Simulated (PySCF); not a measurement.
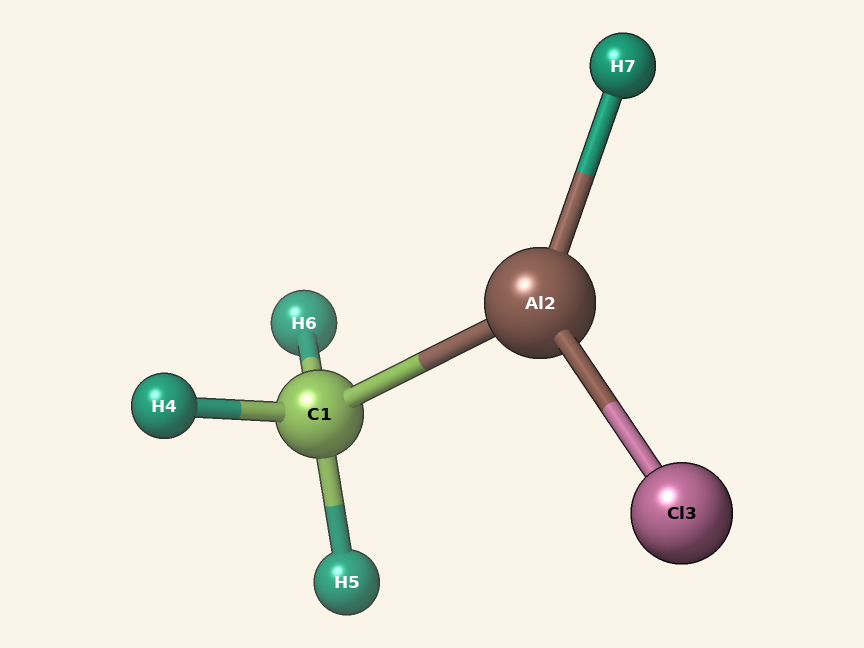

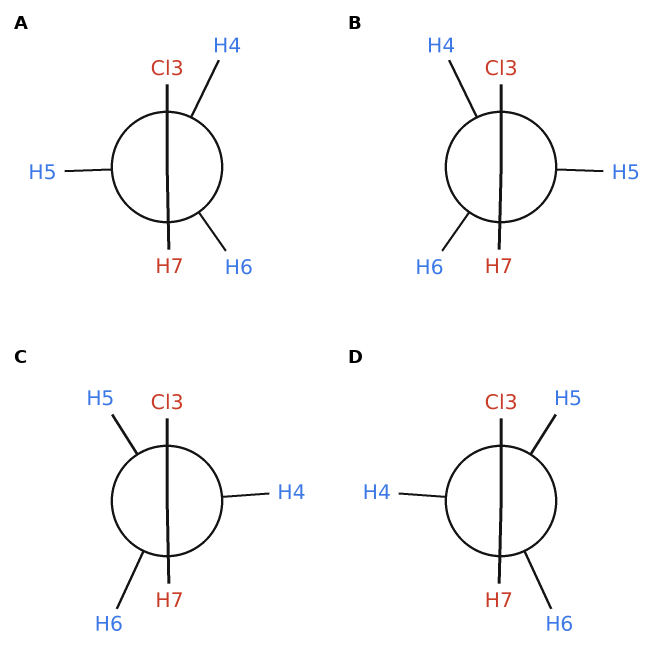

Distant atoms are faded towards the background colour. Bonds that would overlap in a projection are set slightly apart. Computed geometry: PBE0-D3(BJ)/def2-SVP optimisation. No frequency run is at hand to confirm it as a minimum.

> Which Newman projection shows the view along Al2–C1, with Al2 in front?

C. The torsion angle Cl3–Al2–C1–H4 is 86°, about perpendicular.
